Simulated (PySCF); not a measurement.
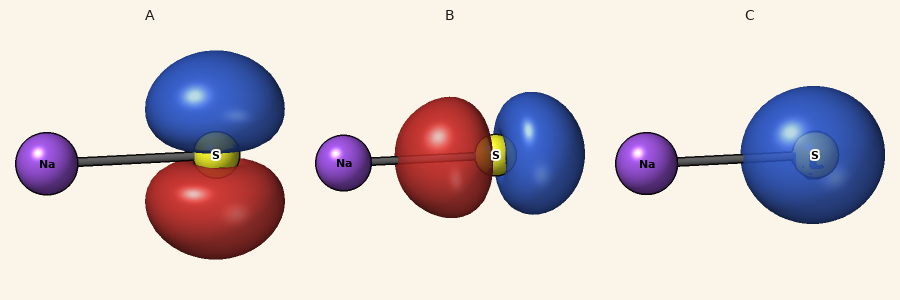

NaS (charge +1, triplet). Three frontier β-spin orbitals, each drawn at the value that holds 80 % of its norm (blue and red are the two phases), in no order; of a degenerate pair one member is drawn.

Method: PySCF 2.14.0, PBE0/pcseg-2, non-relativistic, at a bond length of 2.865 Å.

Name the orbitals and rank them from lowest to highest energy.

Orbital C: σ, occupied in this spin, −22.62 eV; almost wholly on S.
Orbital B: σ, occupied in this spin, −12.86 eV; mainly on S (95 %).
Orbital A: π, empty in this spin, −9.34 eV; almost wholly on S.
